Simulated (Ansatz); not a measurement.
# C2H4FGa (SMILES C=[CH][GaH][F]): B3LYP/6-31G(d) (spherical functions)

What is the electronic atomisation energy of C2H4FGa at B3LYP/6-31G* (spherical functions)? 

The results are computed with Ansatz 0.2.0.

67 further runs of the same task are left out: 2 that didn't finish, 65 set aside as unsound or not needed.

## (1) Starting point

C2H4FGa has 8 atoms, charge 0, and is taken as a singlet. As SMILES, `C=[CH][GaH][F]`. The coordinates come from a PBE0-D4/def2-TZVP relaxation. This is one conformer, not always the lowest.

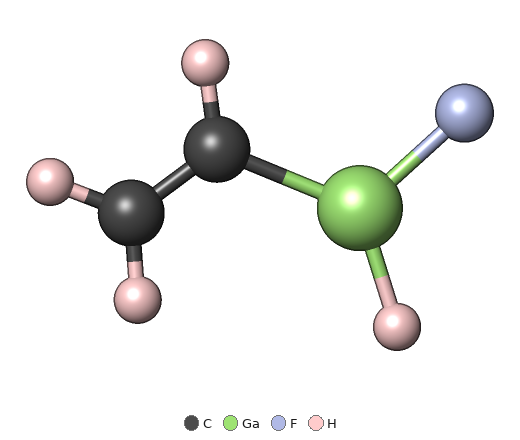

The structure, seen from a chosen angle (carbon dark grey, gallium green, fluorine light blue, hydrogen pink).

## (2) The energy at B3LYP/6-31G(d) (spherical functions)

job.yaml reads:

```yaml
crystal:
  periodic: [false, false, false]
  atoms:
    - symbol: C
      position_ang: [-0.837100, 1.175400, 0.060900]
    - symbol: C
      position_ang: [0.342600, 0.569500, -0.065000]
    - symbol: Ga
      position_ang: [0.481700, -1.360200, -0.007600]
    - symbol: F
      position_ang: [2.110500, -2.006100, -0.199600]
    - symbol: H
      position_ang: [-1.762100, 0.620500, 0.200100]
    - symbol: H
      position_ang: [-0.941100, 2.257800, 0.031600]
    - symbol: H
      position_ang: [1.232300, 1.179600, -0.202300]
    - symbol: H
      position_ang: [-0.626900, -2.436700, 0.182000]
basis:
  gaussian: {orbitals: 6-31G_st_-spherical.json}
hamiltonian: {xc: {name: B3LYP}}
accuracy: high
output: {orbitals: {seedname: orbitals}}
```

The basis set 6-31G* is read from a file made from the Basis Set Exchange's data (not shown).

Started as:

```bash
ansatz run job.yaml --threads 1 --pin off --max-ram 3480MiB --events-out events.jsonl --progress --plain --runs-dir runs
```

What it wrote:

```text
Warning: RAYON_NUM_THREADS=1 ignored (pool sized by the plan → 1); use --threads N
Functional definition: B3LYP
  name "B3LYP"
  parameter a0 = 0.2
  parameter ax = 0.72
  parameter ac = 0.81
  exchange = (1 - a0 - ax)*slater_x + ax*b88_x + a0*exact_x
  correlation = (1 - ac)*vwn_rpa_c + ac*lyp_c
1831 factors; integrals over basis functions are off by at most 6.0e-9 eV
mean field evaluation 1: about -57221.1385 eV, gradient 5.7e1 eV
mean field evaluation 2: about -57210.1067 eV, gradient 9.7e1 eV
mean field evaluation 4: about -57227.7253 eV, gradient 4.6e0 eV
mean field evaluation 8: about -57227.8919 eV, gradient 4.7e-1 eV
mean field evaluation 16: about -57227.8924 eV, gradient 5.7e-5 eV
mean field -57227.89242091 eV, -2103.0862560099 hartree, gradient 5.5e-8 eV, S^2 0.000000; 0 other end points of the search recorded, 0 dependent functions left out
reference -57227.89246191 eV, -2103.0862575164 hartree; 28, 28 occupied and 54, 54 virtual orbitals, 1831 factors
Total energy: -57227.89246191 eV, -2103.0862575164 hartree
```

It took 8.7 s on 1 thread of Arm Neoverse V1, shared host; peak memory 0.28 GiB.

## (3) The C atom, same level

run.yaml reads:

```yaml
basis:
  gaussian: {orbitals: 6-31G_st_-spherical.json}
crystal:
  periodic: [false, false, false]
  atoms:
    - {symbol: C, position_ang: [0.000000, 0.000000, 0.000000]}
magnetization: {spin_polarized: true, initial_magnetization: 2}
hamiltonian: {xc: {name: B3LYP}}
accuracy: high
```

The basis set 6-31G* is read from a file made from the Basis Set Exchange's data (not shown).

Run the same way, it converges to -37.84469 Eh (log not shown).

## (4) The F atom

molecule.yaml reads:

```yaml
crystal:
  periodic: [false, false, false]
  atoms:
    - symbol: F
      position_ang: [0.000000, 0.000000, 0.000000]
basis:
  gaussian:
    orbitals: 6-31G_st_-spherical.json
magnetization:
  spin_polarized: true
  initial_magnetization: 1
hamiltonian:
  xc: {name: B3LYP}
accuracy: high
```

The basis set 6-31G* is read from a file made from the Basis Set Exchange's data (not shown).

Run the same way, it converges to -99.71458 Eh (log not shown).

## (5) The Ga atom at the same level

Changes to molecule.yaml since step 4:

```diff
@@ -3,3 +3,3 @@
   atoms:
-    - symbol: F
+    - symbol: Ga
       position_ang: [0.000000, 0.000000, 0.000000]
```

The basis set 6-31G* is read from a file made from the Basis Set Exchange's data (not shown).

Started as:

```bash
ansatz run molecule.yaml --threads 1 --pin off --max-ram 3480MiB --events-out events.jsonl --progress --plain --runs-dir runs
```

What it wrote:

```text
Warning: RAYON_NUM_THREADS=1 ignored (pool sized by the plan → 1); use --threads N
[... 7 set-up lines as earlier in the session ...]
306 factors; integrals over basis functions are off by at most 3.0e-9 eV
mean field evaluation 1: about -52370.5861 eV, gradient 7.8e0 eV
mean field evaluation 2: about -52370.5614 eV, gradient 9.2e0 eV
mean field evaluation 4: about -52370.6926 eV, gradient 4.1e-1 eV
mean field evaluation 8: about -52370.6913 eV, gradient 5.8e-3 eV
mean field evaluation 16: about -52370.6913 eV, gradient 2.1e-8 eV
mean field evaluation 32: about -52370.6913 eV, gradient 1.7e-4 eV
mean field -52370.69127875 eV, -1924.5874063644 hartree, gradient 5.7e-8 eV, S^2 0.751724; 3 other end points of the search recorded, 0 dependent functions left out
reference -52370.69130121 eV, -1924.5874071898 hartree; 16, 15 occupied and 16, 17 virtual orbitals, 306 factors
Total energy: -52370.69130121 eV, -1924.5874071898 hartree
```

Wall time 4.5 s (1 thread of Arm Neoverse V1, shared host); peak memory 0.1 GiB.

## (6) The H atom

job.yaml reads:

```yaml
crystal:
  periodic: [false, false, false]
  atoms:
    - {symbol: H, position_ang: [0.000000, 0.000000, 0.000000]}
basis:
  gaussian:
    orbitals: "6-31G*"
accuracy: high
total_charge: 0
magnetization:
  spin_polarized: true
  initial_magnetization: 1
hamiltonian:
  xc: {name: B3LYP}
```

Run the same way, it converges to -0.50027 Eh (log not shown).

## (7) Outcome

Level: B3LYP/6-31G* (spherical functions).

| quantity | value |
| --- | --- |
| molecule: total energy | -2103.08626 Eh |
| molecule: HOMO energy | -8.00 eV |
| molecule: LUMO energy | -1.68 eV |
| molecule: HOMO–LUMO gap | 6.31 eV |
| C atom: total energy | -37.84469 Eh |
| C atom: ⟨S²⟩ | 2.002 |
| F atom: total energy | -99.71458 Eh |
| F atom: ⟨S²⟩ | 0.751 |
| Ga atom: total energy | -1924.58741 Eh |
| Ga atom: ⟨S²⟩ | 0.752 |
| H atom: total energy | -0.50027 Eh |
| H atom: ⟨S²⟩ | 0.750 |
| electronic atomisation energy | 29.764 eV |

**Reading.** Taking the molecule apart into free atoms costs 29.76 eV (686 kcal/mol), before zero-point energy and without spin-orbit coupling.
